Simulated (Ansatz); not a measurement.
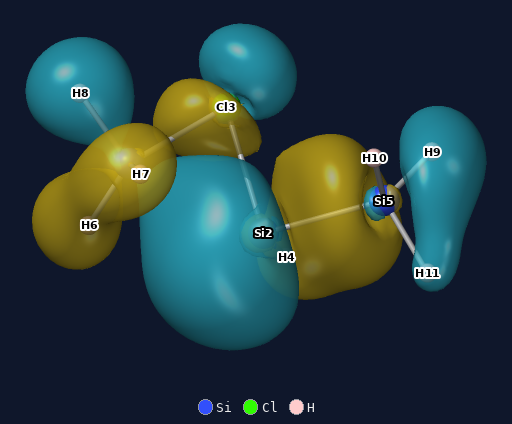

The picture shows: ClH$_{7}$Si$_{3}$. One frontier orbital at ±0.06 Å⁻³ᐟ² (yellow and cyan are the two phases), seen at an oblique angle.

A transition-state structure; geometry: PBE0-D4/def2-TZVP.

All numbers below come from RKS PBE0-D4/def2-TZVPP (Ansatz 0.2.0).

```yaml
atoms:
  - { symbol: Si, position_ang: [-0.6274, -1.0033, 1.9225] }
  - { symbol: Si, position_ang: [0.9257, 0.1530, 0.0911] }
  - { symbol: Cl, position_ang: [-0.4950, -1.7119, -0.1783] }
  - { symbol: H, position_ang: [2.1581, -0.5428, -0.4275] }
  - { symbol: Si, position_ang: [0.2212, 1.3272, -1.8295] }
  - { symbol: H, position_ang: [0.5616, -1.2563, 2.7664] }
  - { symbol: H, position_ang: [-1.3409, 0.2779, 2.1167] }
  - { symbol: H, position_ang: [-1.6098, -2.0746, 2.2719] }
  - { symbol: H, position_ang: [0.2351, 0.4901, -3.0624] }
  - { symbol: H, position_ang: [-1.1595, 1.8500, -1.6368] }
  - { symbol: H, position_ang: [1.1311, 2.4905, -2.0340] }
```

Which orbital is it: HOMO or LUMO?

The HOMO, at −6.21 eV. It lies mainly on Si2 (about 50 %), Si1 (about 15 %), Si5 (about 10 %) and Cl3 (about 10 %).
